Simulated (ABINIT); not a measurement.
# RbCaH3 (Pm-3m): G0W0 in ABINIT against the exchange cutoff

How does the gap of RbCaH3 (Pm-3m) converge in the exchange cutoff?

Program: ABINIT 10.8.3. Level of theory: LDA and many-body steps on it, plane waves. Results are calculated unless marked as measured.

**1. The structure**

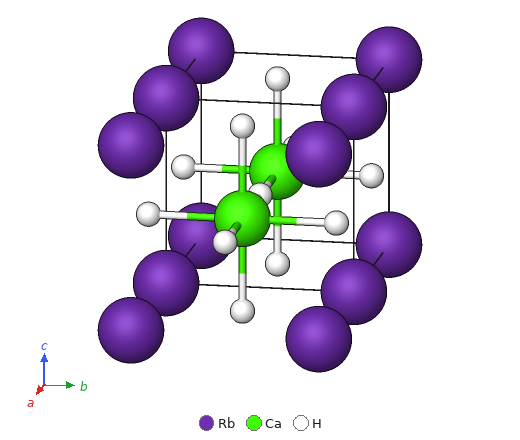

Start, viewed slightly off an axis; rubidium purple, calcium green, hydrogen white. 2×1×1 cells are drawn. Some periodic images of atoms are drawn too.

The cell and positions come from the Crystallography Open Database and are kept as given unless a step says otherwise.

**2. Screening, 2×2×2 mesh, 49 bands, screening to 106.1 eV**

This step: ABINIT 10.8.3; RPA screening on LDA, plane waves, norm-conserving pseudopotentials.

The RPA dielectric matrix is built and inverted for each q.

run.abi reads:

```
acell 3*1.0 Angstrom
rprim 
  4.547000000000 0.000000000000 0.000000000000
  0.000000000000 4.547000000000 0.000000000000
  0.000000000000 0.000000000000 4.547000000000
ntypat 3
znucl 37 20 1
natom 5
typat 1 2 3 3 3
xred 
  0.000000000000 0.000000000000 0.000000000000
  0.500000000000 0.500000000000 0.500000000000
  0.000000000000 0.500000000000 0.500000000000
  0.500000000000 0.000000000000 0.500000000000
  0.500000000000 0.500000000000 0.000000000000
pp_dirpath "pseudos"
pseudos "Rb.upf, Ca.upf, H.upf"
ecut 31
ngkpt 2 2 2
nshiftk 1
shiftk 0 0 0
kptopt 1
chksymbreak 0
istwfk *1
occopt 1
irdwfk 1
optdriver 3
nband 49
ecuteps 3.9
inclvkb 2
awtr 1
symchi 1
indata_prefix "in"
outdata_prefix "out"
tmpdata_prefix "tmp"
```

Run with:

```console
OMP_NUM_THREADS=1 mpirun -n 4 abinit run.abi > log
```

Log:

```text
.Version 10.8.3 of ABINIT. v10.8.2 released Aug 2026.

 Symmetries : space group Pm -3 m (#221); Bravais cP (primitive cubic)
[... echo of the input left out ...]
== DATASET  1 ==================================================================
-   mpi_nproc: 4, omp_nthreads: 1 (-1 if OMP is not activated)

--- !DatasetInfo
iteration_state: {dtset: 1, }
dimensions: {natom: 5, nkpt: 4, mband: 49, nsppol: 1, nspinor: 1, nspden: 1, mpw: 5248, }
cutoff_energies: {ecut:  31.0, pawecutdg:  -1.0, }
electrons: {nelect:   2.20000000E+01, charge:   0.00000000E+00, occopt:   1.00000000E+00, tsmear:   1.00000000E-02, }

 SCREENING: Calculation of the susceptibility and dielectric matrices

 Based on a program developped by R.W. Godby, V. Olevano, G. Onida, and L. Reining.
 Incorporated in ABINIT by V. Olevano, G.-M. Rignanese, and M. Torrent.
.Using double precision arithmetic ; gwpc =  8

[... cell and pseudopotentials left out ...]
--------------------------------------------------------------------------------

 ==== K-mesh for the wavefunctions ====
 Number of points in the irreducible wedge :     4
[... list of points left out ...]
 Together with 48 symmetry operations and time-reversal symmetry
 yields     8 points in the full Brillouin Zone.

 ==== Q-mesh for the screening function ====
 Number of points in the irreducible wedge :     4
[... list of points left out ...]
 Together with 48 symmetry operations and time-reversal symmetry
 yields     8 points in the full Brillouin Zone.

 setmesh: FFT mesh size selected  =    30x   30x   30
          total number of points  =        27000

 vcoul_init : cutoff-mode = AUXILIARY_FUNCTION
 q-points for optical limit:   1
     1)      0.000010    0.000020    0.000030

- screening: taking advantage of time-reversal symmetry
- Maximum band index for partially occupied states nbvw = 11
- Remaining bands to be divided among processors   nbcw = 38
- Number of bands treated by each node ~9

 Number of electrons calculated from density =   22.0000; Expected =   22.0000
 average of density, n =  0.034678
 r_s =    1.9023
 omega_plasma =   17.9631 [eV]

 calculating chi0 at frequencies [eV] :
  1    0.000000E+00    0.000000E+00
  2    0.000000E+00    1.796310E+01

--------------------------------------------------------------------------------
  q-point number  1        q = ( 0.000000, 0.000000, 0.000000) [r.l.u.]
--------------------------------------------------------------------------------
[... chi0 elements left out ...]
 For q-point:  0.000010 0.000020 0.000030
  dielectric constant =   3.7937
  dielectric constant without local fields =   4.2845

  Average fulfillment of the sum rule on Im[epsilon] for q-point    1 :     53.91  [%]
[... wings left out ...]
  q-point number  2        q = ( 0.500000, 0.000000, 0.000000) [r.l.u.]
--------------------------------------------------------------------------------
[... chi0 elements left out ...]
  Average fulfillment of the sum rule on Im[epsilon] for q-point    2 :     65.51  [%]

 [... 2 further q-points ...]
```

Wall time 5.2 s (4 MPI ranks of Arm Neoverse V1, shared host); peak memory 0.5 GiB.

This step gave:

```
ε∞ with local fields, on this mesh, along the program's q direction : 3.794
the same without local fields                                       : 4.285
plasma frequency                                                    : 17.96 eV
plane waves in the screening matrix                                 : 251
```

Local fields lower ε∞ by 11 %. On a Γ-centred mesh this coarse the value itself is usually too large, while a short band sum pulls it down.

**3. 3.1 Ha**

This step: G0W0 on LDA, plane waves, norm-conserving pseudopotentials.

Changes to run.abi since step 2:

```diff
@@ -26,8 +26,17 @@
 irdwfk 1
-optdriver 3
+optdriver 4
 nband 49
+gwcalctyp 0
+ecutsigx 3.1
+symsigma 1
+nkptgw 2
+kptgw 
+  0.5000000000 0.5000000000 0.0000000000
+  0.0000000000 0.0000000000 0.0000000000
+bdgw 
+  10 14
+  10 14
 ecuteps 3.9
-inclvkb 2
-awtr 1
-symchi 1
+irdscr 1
+ppmodel 1
 indata_prefix "in"
```

Log:

```text
.Version 10.8.3 of ABINIT. v10.8.2 released Aug 2026.

 Symmetries : space group Pm -3 m (#221); Bravais cP (primitive cubic)
[... echo of the input left out ...]
== DATASET  1 ==================================================================
-   mpi_nproc: 4, omp_nthreads: 1 (-1 if OMP is not activated)

--- !DatasetInfo
iteration_state: {dtset: 1, }
dimensions: {natom: 5, nkpt: 4, mband: 49, nsppol: 1, nspinor: 1, nspden: 1, mpw: 5248, }
cutoff_energies: {ecut:  31.0, pawecutdg:  -1.0, }
electrons: {nelect:   2.20000000E+01, charge:   0.00000000E+00, occopt:   1.00000000E+00, tsmear:   1.00000000E-02, }

 SIGMA: Calculation of the GW corrections

 Based on a program developped by R.W. Godby, V. Olevano, G. Onida, and L. Reining.
 Incorporated in ABINIT by V. Olevano, G.-M. Rignanese, and M. Torrent.
.Using double precision arithmetic ; gwpc =  8

[... cell and pseudopotentials left out ...]
--------------------------------------------------------------------------------

 ==== K-mesh for the wavefunctions ====
 Number of points in the irreducible wedge :     4
[... list of points left out ...]
 Together with 48 symmetry operations and time-reversal symmetry
 yields     8 points in the full Brillouin Zone.

 ==== Q-mesh for screening function ====
 Number of points in the irreducible wedge :     4
[... list of points left out ...]
 Together with 48 symmetry operations and time-reversal symmetry
 yields     8 points in the full Brillouin Zone.

 vcoul_init : cutoff-mode = AUXILIARY_FUNCTION
 q-points for optical limit:   1
     1)      0.000010    0.000020    0.000030
 setmesh: FFT mesh size selected  =    30x   30x   30
          total number of points  =        27000

 Number of electrons calculated from density =   22.0000; Expected =   22.0000
 average of density, n =  0.034678
 r_s =    1.9023
 omega_plasma =   17.9631 [eV]

 === KS Band Gaps ===
  >>>> For spin  1
   Minimum direct gap =   2.9320 [eV], located at k-point      :   0.5000  0.5000  0.0000
   Fundamental gap    =   2.9320 [eV], Top of valence bands at :   0.5000  0.5000  0.0000
                                       Bottom of conduction at :   0.5000  0.5000  0.0000
 SIGMA fundamental parameters:
 PLASMON POLE MODEL  1
 number of plane-waves for SigmaX                  171
 number of plane-waves for SigmaC and W            171
 number of plane-waves for wavefunctions          5185
 number of bands                                    49
 number of independent spin polarizations            1
 number of spinorial components                      1
 number of k-points in IBZ                           4
 number of q-points in IBZ                           4
 number of symmetry operations                      48
 number of k-points in BZ                            8
 number of q-points in BZ                            8
 number of frequencies for dSigma/dE                 9
 frequency step for dSigma/dE [eV]                0.25
 number of omega for Sigma on real axis              0
 max omega for Sigma on real axis  [eV]           0.00
 zcut for avoiding poles [eV]                     0.10

 EPSILON^-1 parameters (SCR file):
 dimension of the eps^-1 matrix on file            251
 dimension of the eps^-1 matrix used               171
 number of plane-waves for wavefunctions          5185
 number of bands                                    49
 number of q-points in IBZ                           4
 number of frequencies                               2
 number of real frequencies                          1
 number of imag frequencies                          1

 matrix elements of self-energy operator (all in [eV])

 Perturbative Calculation

--- !SelfEnergy_ee
iteration_state: {dtset: 1, }
kpoint     : [   0.500,    0.500,    0.000, ]
spin       : 1
KS_gap     :    2.932
QP_gap     :    5.466
Delta_QP_KS:    2.534
data: !SigmaeeData |
     Band     E0 <VxcDFT>   SigX SigC(E0)      Z dSigC/dE  Sig(E)    E-E0       E
       10  -0.178 -10.559 -13.709   2.321   0.781  -0.281 -11.206  -0.646  -0.824
       11  -0.178 -10.559 -13.709   2.321   0.781  -0.281 -11.206  -0.646  -0.824
       12   2.754  -8.603  -3.299  -3.014   0.824  -0.213  -6.716   1.888   4.642
       13   4.654 -11.039  -3.871  -3.400   0.806  -0.241  -8.002   3.037   7.691
       14   4.654 -11.039  -3.871  -3.400   0.806  -0.241  -8.002   3.037   7.691

--- !SelfEnergy_ee
iteration_state: {dtset: 1, }
kpoint     : [   0.000,    0.000,    0.000, ]
spin       : 1
KS_gap     :    6.262
QP_gap     :   10.634
Delta_QP_KS:    4.372
data: !SigmaeeData |
     Band     E0 <VxcDFT>   SigX SigC(E0)      Z dSigC/dE  Sig(E)    E-E0       E
       10  -0.543 -10.628 -13.398   2.215   0.777  -0.287 -11.059  -0.432  -0.974
       11  -0.543 -10.628 -13.398   2.215   0.777  -0.287 -11.059  -0.432  -0.974
       12   5.719 -13.158  -4.346  -3.786   0.784  -0.275  -9.217   3.941   9.660
       13   5.719 -13.158  -4.346  -3.786   0.784  -0.275  -9.217   3.941   9.660
       14   5.719 -13.158  -4.346  -3.786   0.784  -0.275  -9.217   3.941   9.660

== END DATASET(S) ==============================================================
================================================================================

 -outvars: echo values of variables after computation  --------
           etotal      0.0000000000E+00
            nband          49
             nkpt           4
          spgroup         221
 [... the other variables as echoed above ...]

 Calculation completed.
```

Elapsed: 4.2 s, on 4 MPI ranks; peak memory 0.44 GiB.

Numbers from this step:

| Property | Result |
| --- | --- |
| G0W0 gap on the points computed | 5.466 eV |
| starting gap on the mesh | 2.932 eV |
| k of the valence top | 0.5, 0.5, 0 |
| k of the conduction bottom | 0.5, 0.5, 0 |
| Z at the valence top | 0.781 |
| Z at the conduction bottom | 0.824 |
| least direct G0W0 gap on the computed points | 5.466 eV |

**4. 6.2 Ha**

Changes to run.abi since step 3:

```diff
@@ -29,3 +29,3 @@
 gwcalctyp 0
-ecutsigx 3.1
+ecutsigx 6.2
 symsigma 1
```

Log:

```text
.Version 10.8.3 of ABINIT. v10.8.2 released Aug 2026.

 Symmetries : space group Pm -3 m (#221); Bravais cP (primitive cubic)
[... echo of the input left out ...]
== DATASET  1 ==================================================================
-   mpi_nproc: 4, omp_nthreads: 1 (-1 if OMP is not activated)

--- !DatasetInfo
iteration_state: {dtset: 1, }
dimensions: {natom: 5, nkpt: 4, mband: 49, nsppol: 1, nspinor: 1, nspden: 1, mpw: 5248, }
cutoff_energies: {ecut:  31.0, pawecutdg:  -1.0, }
electrons: {nelect:   2.20000000E+01, charge:   0.00000000E+00, occopt:   1.00000000E+00, tsmear:   1.00000000E-02, }

 SIGMA: Calculation of the GW corrections

 Based on a program developped by R.W. Godby, V. Olevano, G. Onida, and L. Reining.
 Incorporated in ABINIT by V. Olevano, G.-M. Rignanese, and M. Torrent.
.Using double precision arithmetic ; gwpc =  8

[... cell and pseudopotentials left out ...]
--------------------------------------------------------------------------------

 ==== K-mesh for the wavefunctions ====
 Number of points in the irreducible wedge :     4
[... list of points left out ...]
 Together with 48 symmetry operations and time-reversal symmetry
 yields     8 points in the full Brillouin Zone.

 ==== Q-mesh for screening function ====
 Number of points in the irreducible wedge :     4
[... list of points left out ...]
 Together with 48 symmetry operations and time-reversal symmetry
 yields     8 points in the full Brillouin Zone.

 vcoul_init : cutoff-mode = AUXILIARY_FUNCTION
 q-points for optical limit:   1
     1)      0.000010    0.000020    0.000030
 setmesh: FFT mesh size selected  =    32x   32x   32
          total number of points  =        32768

 Number of electrons calculated from density =   22.0000; Expected =   22.0000
[...]
number of omega for Sigma on real axis              0
 max omega for Sigma on real axis  [eV]           0.00
 zcut for avoiding poles [eV]                     0.10

 EPSILON^-1 parameters (SCR file):
 dimension of the eps^-1 matrix on file            251
 dimension of the eps^-1 matrix used               251
 number of plane-waves for wavefunctions          5185
 number of bands                                    49
 number of q-points in IBZ                           4
 number of frequencies                               2
 number of real frequencies                          1
 number of imag frequencies                          1

 matrix elements of self-energy operator (all in [eV])

 Perturbative Calculation

--- !SelfEnergy_ee
iteration_state: {dtset: 1, }
kpoint     : [   0.500,    0.500,    0.000, ]
spin       : 1
KS_gap     :    2.932
QP_gap     :    5.414
Delta_QP_KS:    2.482
data: !SigmaeeData |
     Band     E0 <VxcDFT>   SigX SigC(E0)      Z dSigC/dE  Sig(E)    E-E0       E
       10  -0.178 -10.559 -13.946   2.324   0.779  -0.284 -11.388  -0.828  -1.006
       11  -0.178 -10.559 -13.946   2.324   0.779  -0.284 -11.388  -0.828  -1.006
       12   2.754  -8.603  -3.592  -3.004   0.824  -0.214  -6.949   1.654   4.408
[...]
--- !SelfEnergy_ee
iteration_state: {dtset: 1, }
kpoint     : [   0.000,    0.000,    0.000, ]
spin       : 1
KS_gap     :    6.262
QP_gap     :   10.012
Delta_QP_KS:    3.751
data: !SigmaeeData |
     Band     E0 <VxcDFT>   SigX SigC(E0)      Z dSigC/dE  Sig(E)    E-E0       E
[...]
13   5.719 -13.158  -5.346  -3.761   0.783  -0.277  -9.985   3.173   8.892
       14   5.719 -13.158  -5.346  -3.761   0.783  -0.277  -9.985   3.173   8.892

== END DATASET(S) ==============================================================
================================================================================

 -outvars: echo values of variables after computation  --------
           etotal      0.0000000000E+00
            nband          49
             nkpt           4
          spgroup         221
 [... the other variables as echoed above ...]

 Calculation completed.
```

It took 5.2 s on 4 MPI ranks; peak memory 0.49 GiB; 21 s of CPU time.

Numbers from this step:

```
G0W0 gap on the points computed              : 5.414 eV
starting gap on the mesh                     : 2.932 eV
k of the valence top                         : 0.5, 0.5, 0
k of the conduction bottom                   : 0.5, 0.5, 0
Z at the valence top                         : 0.779
Z at the conduction bottom                   : 0.824
least direct G0W0 gap on the computed points : 5.414 eV
```

**5. 12.4 Ha**

The self-energy is evaluated for the states that the input lists, and the levels follow from it, in one-shot runs by the linearised quasiparticle equation.

Changes to run.abi since step 4:

```diff
@@ -29,3 +29,3 @@
 gwcalctyp 0
-ecutsigx 6.2
+ecutsigx 12.4
 symsigma 1
```

Log:

```text
.Version 10.8.3 of ABINIT. v10.8.2 released Aug 2026.

 Symmetries : space group Pm -3 m (#221); Bravais cP (primitive cubic)
[... echo of the input left out ...]
== DATASET  1 ==================================================================
-   mpi_nproc: 4, omp_nthreads: 1 (-1 if OMP is not activated)

--- !DatasetInfo
iteration_state: {dtset: 1, }
dimensions: {natom: 5, nkpt: 4, mband: 49, nsppol: 1, nspinor: 1, nspden: 1, mpw: 5248, }
cutoff_energies: {ecut:  31.0, pawecutdg:  -1.0, }
[...]
Band     E0 <VxcDFT>   SigX SigC(E0)      Z dSigC/dE  Sig(E)    E-E0       E
[...]
13   5.719 -13.158  -5.833  -3.761   0.783  -0.277 -10.367   2.791   8.510
       14   5.719 -13.158  -5.833  -3.761   0.783  -0.277 -10.367   2.791   8.510

== END DATASET(S) ==============================================================
================================================================================

 -outvars: echo values of variables after computation  --------
           etotal      0.0000000000E+00
            nband          49
             nkpt           4
          spgroup         221
 [... the other variables as echoed above ...]

 Calculation completed.
```

Run time: 5.3 s. Hardware: 4 MPI ranks; peak memory 0.51 GiB; 21 s of CPU time.

Numbers from this step:

```
G0W0 gap on the points computed              : 5.377 eV
starting gap on the mesh                     : 2.932 eV
k of the valence top                         : 0.5, 0.5, 0
k of the conduction bottom                   : 0.5, 0.5, 0
least direct G0W0 gap on the computed points : 5.377 eV
```

The gap on the mesh goes from 2.93 eV to 5.38 eV, a correction of +2.44 eV.

[end of part 1 of 2]

[Paths, hosts, dates, memory and timing lines, banners, echoed tables and standing remarks are left out of the program output.]

[Logs are printed without paths, hosts, clocks, repeated set-up lines and the standing remarks that a program may print on its own settings, such as how far it seeks lower states.]

[Runs of the session that timed out or met a known fault of the program may be left out.]

[Hosts, paths, dates, database ids (printed as entryN), source tags and the programs' standing remarks are cut or masked in the printed files.]

[G0W0 gaps are taken among the corrected bands and points alone; a level outside them can change the order at an edge.]

[Where Ansatz stands beside ABINIT at settings called matched, ABINIT's density can come from a denser mesh and the files from another edition; pairs whose starting gaps differed by over 0.03 eV were left out, so agreement reads better than it is.]
